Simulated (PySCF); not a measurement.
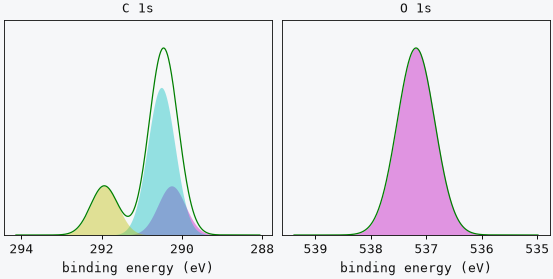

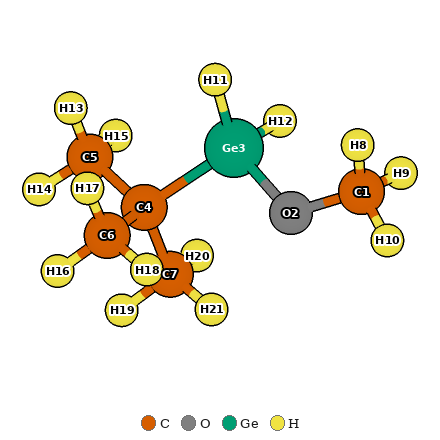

Simulated XPS of C₅H₁₄GeO, SMILES C[O][GeH2][C](C)(C)C, singlet. Vertical core-electron binding energies by ΔSCF (SCAN, pcX-2 on the ionised atom, pcseg-1 elsewhere, spin-free X2C; PySCF, at a PBE0-D3(BJ)/def2-SVP geometry (no frequency check)), gas phase, against the vacuum level. One atom of each kind was ionised; within a panel, areas follow the number of like atoms, each panel is scaled alone, Gaussians of 0.8 eV full width. Only the regions named are shown. Lines closer than the width merge in the curve. The order of lines from different atoms under 0.3 eV apart is within the error of the method.

Q: Which atoms give which peak?

A:
```
level       atoms  binding energy (eV)
 C 1s          C1                291.9
 C 1s  C5, C6, C7                290.5
 C 1s          C4                290.3
 O 1s          O2                537.2
```

Q: How large is the chemical shift across the C 1s region?

A: 1.7 eV, from C4 at 290.3 eV to C1 at 291.9 eV.

Caveats: one conformer of a flexible molecule.
